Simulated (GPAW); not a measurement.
# TiC: optical spectrum from first principles, part 2 of 2

Aim: the dielectric function of TiC, and the optical constants that follow from it. The cell comes from an older database entry, whose edges can differ from later determinations, mostly by under a per cent.

GPAW 26.7.0; DFT, LDA, plane-wave PAW (GPAW data sets), scalar-relativistic, RPA, optical limit.

So far. Step 2 (Ground state): There are states at the Fermi level within the smearing, so the occupations stay smeared and the carriers get a Drude term.

The database entry behind the starting cell differs from later determinations by our own check (0.1 to 0.3 % short, probably kX units), so it need not match the best structure at ambient conditions.

**4. Dielectric function, RPA**

Local fields let the induced charge screen the field inside the cell, which as a rule lowers ε, most along directions where the density is uneven.

This step: DFT, LDA, plane-wave PAW (GPAW data sets), scalar-relativistic, RPA, optical limit (GPAW 26.7.0).

df.py

```python
from gpaw.response.df import DielectricFunction

df = DielectricFunction('full.gpw', frequencies={'type': 'nonlinear', 'domega0': 0.03, 'omega2': 8},
                        ecut=50,
                        eta=0.15,
                        nbands=21,
                        rate=0.05,
                        txt='df.txt')
for direction in ['x']:
    df.get_dielectric_function(xc='RPA', direction=direction, filename=f'df_{direction}.csv')
```

On the command line:

```sh
OMP_NUM_THREADS=1 python df.py
```

Numbers of over 12 decimals in the logs are rounded to 6 here.

What it wrote:

```text
Using integrator: PointIntegrator
NonLinearFrequencyDescriptor(from 0.000 to 89.957 eV, 531 points)
Nonperiodic BCs:  [False False False]
Using integrator: PointIntegrator
NonLinearFrequencyDescriptor(from 0.000 to 89.957 eV, 531 points)
Nonperiodic BCs:  [False False False]
Using integrator: PointIntegrator

Calculating chi0 body with:
    Ground state adapter containing:
    Number of spins: 1
    Number of kpoints: 2744
    Number of irreducible kpoints: 104
    Number of completely occupied states: 5
    Number of partially occupied states: 9

    Linear response parametrization:
    q_c: [0.0, 0.0, 0.0]
    Number of frequency points: 531
    Planewave cutoff: 50.0
    Number of bands: 21
    Number of planewaves: 15
    Broadening (eta): 0.15

Integrating chi0 body.

Symmetries of q_c:
    Direct symmetries (Uq -> q): 48
    Indirect symmetries (TUq -> q): 0
In total 48 allowed symmetries.

104 groups of equivalent kpoints. 96.209913% reduction.

Integral kind: spectral function

Calculating chi0 optical extensions with:
    Ground state adapter containing:
    Number of spins: 1
    Number of kpoints: 2744
    Number of irreducible kpoints: 104
    Number of completely occupied states: 5
    Number of partially occupied states: 9

    Linear response parametrization:
    Number of frequency points: 531
    Planewave cutoff: 50.0
    Number of bands: 21
    Number of planewaves: 15
    Broadening (eta): 0.15
Integrating chi0 head and wings.

Symmetries of q_c:
    Direct symmetries (Uq -> q): 48
    Indirect symmetries (TUq -> q): 0
In total 48 allowed symmetries.

104 groups of equivalent kpoints. 96.209913% reduction.

Integral kind: spectral function wings

Calculating drude chi0 with:
    Number of frequency points:531
    Plasma frequency decay rate: 0.05 eV

    Ground state adapter containing:
    Number of spins: 1
    Number of kpoints: 2744
    Number of irreducible kpoints: 104
    Number of completely occupied states: 5
    Number of partially occupied states: 9

Symmetries of q_c:
    Direct symmetries (Uq -> q): 48
    Indirect symmetries (TUq -> q): 0
In total 48 allowed symmetries.

104 groups of equivalent kpoints. 96.209913% reduction.

Integral kind: intraband
Plasma frequency:
[[3.31+0.j 0.  -0.j 0.  -0.j]
 [0.  -0.j 3.31+0.j 0.  +0.j]
 [0.  -0.j 0.  +0.j 3.31+0.j]]
```

Wall time 6.3 s (1 thread of Arm Neoverse V1, shared host); peak memory 0.22 GiB.

Some rows of df_x.csv (energy; Re and Im without local fields; Re and Im with them):

```text
0.000000, 4471.804346, 0.000000, 4471.589182, 0.000000
0.429336, -12.011859, 70.919247, -12.045528, 70.825991
0.878195, -8.148580, 28.291718, -8.117917, 28.251176
1.347938, 9.069324, 19.194699, 9.066390, 19.175106
1.840057, 4.280764, 17.421950, 4.277838, 17.423720
2.356191, 4.955330, 14.103398, 4.958118, 14.098057
2.898142, 3.869781, 15.644663, 3.868021, 15.663542
3.467895, 1.072290, 11.881310, 1.071284, 11.921289
4.067647, 1.785966, 12.966926, 1.764504, 12.992007
4.699832, 1.023547, 11.660368, 0.988465, 11.682490
5.367152, -1.747780, 10.507962, -1.804584, 10.504098
6.072622, -1.566872, 7.123560, -1.514927, 7.105745
6.819608, -2.025880, 9.605799, -1.893057, 9.725144
7.611886, -1.482640, 4.879473, -1.471015, 5.040696
8.453705, -1.412463, 4.283197, -1.500383, 4.441215
9.349861, -2.217743, 4.085524, -2.395591, 4.289860
10.305790, -1.617771, 2.136473, -1.931148, 2.179396
11.327680, -0.280625, 1.285110, -0.547303, 1.145213
12.422601, 0.681920, 2.017916, 0.411971, 1.883565
13.598673, -0.295001, 2.383265, -0.333396, 2.179498
```

The Im ε, E ∥ x has structure finer than the step of the table below, so its rows give means over 0.5 eV, whole bins alone (the curve runs from 0.305 to 14.0 eV). Peaks (eV: height): 1.49: 21.6, 6.82: 9.73.

Sum at mesh points, not converged in k. The Im ε, E ∥ x by photon energy; means over each step:

| photon energy (eV) | Im ε, E ∥ x |
| --- | --- |
| 1.0 | 22.8 |
| 1.5 | 20.0 |
| 2.0 | 16.5 |
| 2.5 | 14.8 |
| 3.0 | 15.3 |
| 3.5 | 12.1 |
| 4.0 | 12.2 |
| 4.5 | 11.2 |
| 5.0 | 11.5 |
| 5.5 | 9.67 |
| 6.0 | 7.30 |
| 6.5 | 7.86 |
| 7.0 | 7.92 |
| 7.5 | 4.90 |
| 8.0 | 5.04 |
| 8.5 | 4.34 |
| 9.0 | 4.50 |
| 9.5 | 3.80 |
| 10.0 | 2.63 |
| 10.5 | 1.98 |
| 11.0 | 1.26 |
| 11.5 | 1.29 |
| 12.0 | 1.48 |
| 12.5 | 1.93 |
| 13.0 | 2.45 |
| 13.5 | 2.30 |

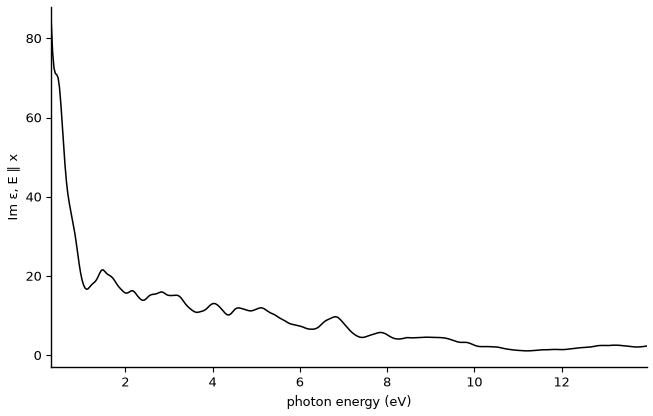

Im ε, E ∥ x, plotted against photon energy.

Values under 1 per cm are given as 1; sum at mesh points, not converged in k. Absorption coefficient, E ∥ x against photon energy:

| photon energy (eV) | absorption coefficient, E ∥ x (1/cm) |
| --- | --- |
| 1.01 | 3.4e5 |
| 1.99 | 4.8e5 |
| 3.02 | 7.5e5 |
| 3.98 | 9.1e5 |
| 4.98 | 1.2e6 |
| 6.02 | 1.3e6 |
| 6.99 | 1.8e6 |
| 8.03 | 1.7e6 |
| 9.02 | 1.7e6 |
| 10.03 | 1.8e6 |
| 11.03 | 1.4e6 |
| 12.02 | 9.9e5 |
| 13.00 | 1.4e6 |

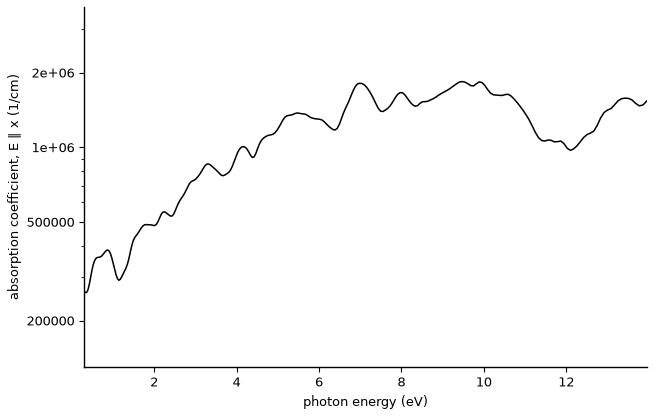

Absorption coefficient, E ∥ x, plotted against photon energy.

The loss function −Im 1/ε at q → 0, E ∥ x has structure finer than the step of the table below, so its rows give means over 1 eV, whole bins alone (the curve runs from 0.305 to 14.0 eV). Peaks (eV: height): 11.4: 0.736.

Sum at mesh points, not converged in k. The loss function −Im 1/ε at q → 0, E ∥ x by energy loss; means over each step:

| energy loss (eV) | loss function −Im 1/ε at q → 0, E ∥ x |
| --- | --- |
| 1 | 0.0376 |
| 2 | 0.0546 |
| 3 | 0.0642 |
| 4 | 0.0841 |
| 5 | 0.0872 |
| 6 | 0.128 |
| 7 | 0.120 |
| 8 | 0.180 |
| 9 | 0.191 |
| 10 | 0.215 |
| 11 | 0.452 |
| 12 | 0.642 |
| 13 | 0.420 |

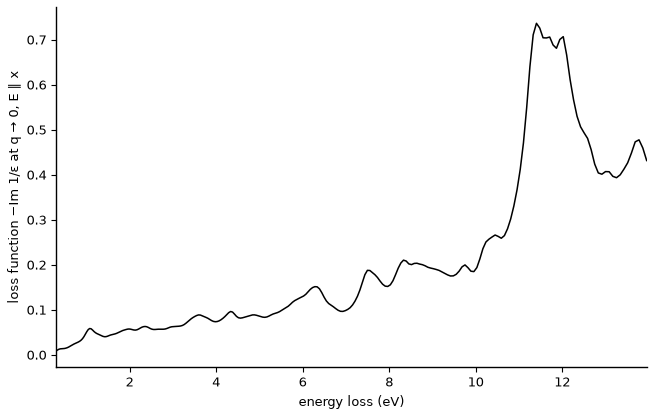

Loss function −Im 1/ε at q → 0, E ∥ x against energy loss.

The reflectivity at normal incidence, E ∥ x has structure finer than the step of the table below, so its rows give means over 0.5 eV, whole bins alone (the curve runs from 0.305 to 14.0 eV). Peaks (eV: height): 5.47: 47.3, 7.15: 53.5, 8.03: 46.2, 10.03: 53.2, 13.51: 24.9.

Sum at mesh points, not converged in k. Reflectivity at normal incidence, E ∥ x against photon energy; means over each step:

| photon energy (eV) | reflectivity at normal incidence, E ∥ x (%) |
| --- | --- |
| 1.0 | 56.4 |
| 1.5 | 49.5 |
| 2.0 | 46.5 |
| 2.5 | 44.0 |
| 3.0 | 45.9 |
| 3.5 | 42.9 |
| 4.0 | 42.4 |
| 4.5 | 41.5 |
| 5.0 | 44.3 |
| 5.5 | 46.7 |
| 6.0 | 42.1 |
| 6.5 | 38.0 |
| 7.0 | 50.6 |
| 7.5 | 43.2 |
| 8.0 | 43.7 |
| 8.5 | 38.9 |
| 9.0 | 40.5 |
| 9.5 | 46.8 |
| 10.0 | 50.4 |
| 10.5 | 48.5 |
| 11.0 | 45.9 |
| 11.5 | 25.6 |
| 12.0 | 17.0 |
| 12.5 | 15.2 |
| 13.0 | 20.1 |
| 13.5 | 24.1 |

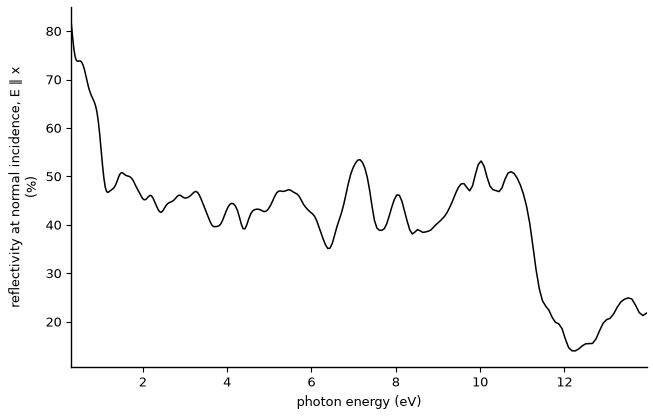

Reflectivity at normal incidence, E ∥ x, plotted against photon energy.

The Im ε, E ∥ x has structure finer than the step of the table below, so its rows give means over 1 eV, whole bins alone (the curve runs from 0.305 to 14.0 eV). Peaks (eV: height): without local fields 1.5: 21.6, 6.8: 9.61; with local fields 1.5: 21.6, 6.8: 9.73.

Sum at mesh points, not converged in k. Im ε, E ∥ x against photon energy; means over each step:

| photon energy (eV) | without local fields | with local fields |
| --- | --- | --- |
| 1 | 28.7 | 28.6 |
| 2 | 16.9 | 16.9 |
| 3 | 14.7 | 14.8 |
| 4 | 11.5 | 11.5 |
| 5 | 11.3 | 11.3 |
| 6 | 7.62 | 7.60 |
| 7 | 7.21 | 7.34 |
| 8 | 4.68 | 4.85 |
| 9 | 4.21 | 4.40 |
| 10 | 2.59 | 2.71 |
| 11 | 1.46 | 1.38 |
| 12 | 1.67 | 1.54 |
| 13 | 2.64 | 2.35 |

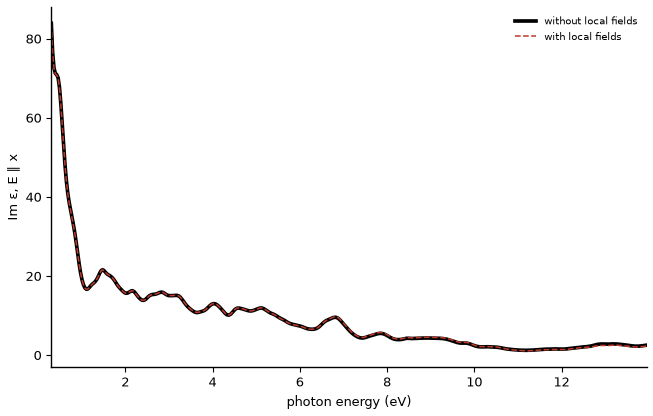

Im ε, E ∥ x, plotted against photon energy.

At chosen wavelengths:

| wavelength (nm) | n | k | R (%) | 1/α |
| --- | --- | --- | --- | --- |
| 800 | 3.75 | 2.786 | 50.5 | 23 nm |
| 633 | 3.28 | 2.446 | 46.0 | 21 nm |
| 532 | 3.15 | 2.278 | 43.8 | 19 nm |
| 450 | 3.31 | 2.369 | 45.3 | 15 nm |
| 308 | 2.80 | 2.337 | 43.7 | 10 nm |
| 248 | 2.48 | 2.340 | 43.6 | 8.4 nm |
| 193 | 1.94 | 1.823 | 35.2 | 8.4 nm |

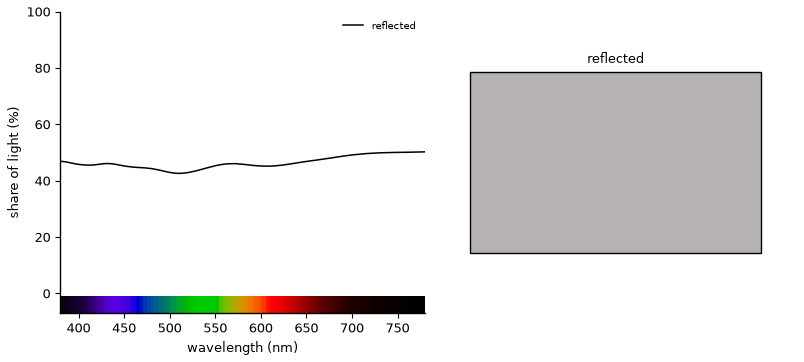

Light reflected across the visible range, with the colour that it makes of daylight (sRGB).

In reflection the computed colour is light grey: x = 0.316, y = 0.327, luminous reflectivity 45 %.

**5. Summary of results**

In words: At this level (LDA, RPA) TiC is a metal. The mesh is too coarse to trust the carriers' weight, the reflectivity or the colour to better than tens of per cent. In reflection the computed colour is light grey: x = 0.316, y = 0.327, luminous reflectivity 45 %. The carriers' damping of 0.05 eV is typed, not computed; it shapes the response at the lowest energies. In this version of GPAW the matrix elements of the optical limit are incomplete, which can lower ε − 1 by up to a tenth where first-row anions or d states rule, and shift it by more in d metals. GPAW's carrier term has the form −ωp²/(ω + i·rate)², which damps like twice the rate and fails at low energy, so the curves leave the lowest energies out. The sum runs over mesh points 0.18 Å⁻¹ apart with no interpolation, so peaks are partly noise of the mesh, and the Drude plasma energy, a sum over the Fermi surface, isn't converged.

[Machine, clock and banner lines and Python warnings are left out of the logs.]

[Logs are printed without paths, hosts, clocks, repeated set-up lines and the standing remarks that a program may print on its own settings, such as how far it seeks lower states.]

[Hosts, paths, dates, database ids (printed as entryN), source tags and the programs' standing remarks are cut or masked in the printed files.]
